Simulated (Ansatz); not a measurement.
Reaction (SMILES): C(F)F → [CH2]F (CH2-F) + F atom
B3LYP-D3(BJ)/def2-TZVP geometries, fixed; electronic energies without zero-point terms.
Largest species:
```xyz
5

C      0.0044     0.0053     0.5043
F     -0.0170     1.1024    -0.3021
F      0.0119    -1.1085    -0.2792
H     -0.9025    -0.0002     1.1113
H      0.9218     0.0234     1.0951
```
Charge 0, spin multiplicity 1.

Basis-set convergence of the bond dissociation energy at MP2 with Ansatz (a quantum-chemistry and plane-wave program). Cartesian d functions, on some or all atoms, in 6-31+G*; all else is spherical. Cores are frozen. Open shells are unrestricted. No added dispersion term, no relativity. Functions are those of the species that has most. Reference: Hartree-Fock in aug-cc-pVQZ plus the correlation part extrapolated as X^-3 from aug-cc-pVTZ and aug-cc-pVQZ, 131.80 kcal/mol, itself unsure by roughly 0.46 kcal/mol (a third of the extrapolation step and of the last Hartree-Fock step). Deviations are taken from unrounded values.

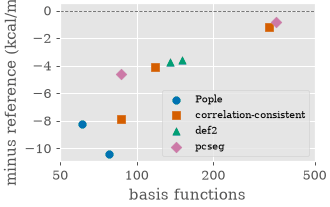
Fig. 1. Deviation from the reference against the number of basis functions, by family of sets.

| basis | functions | bond dissociation energy (kcal/mol) | minus reference (kcal/mol) |
|---|---|---|---|
| 6-31+G* | 61 | 123.56 | -8.24 |
| 6-311+G** | 78 | 121.38 | -10.43 |
| aug-cc-pVDZ | 87 | 123.93 | -7.87 |
| aug-pcseg-1 | 87 | 127.17 | -4.63 |
| cc-pVTZ | 118 | 127.72 | -4.08 |
| def2-TZVPD | 135 | 128.06 | -3.74 |
| def2-TZVPPD | 151 | 128.21 | -3.59 |
| aug-cc-pVQZ | 332 | 130.58 | -1.22 |
| aug-pcseg-3 | 353 | 130.94 | -0.86 |
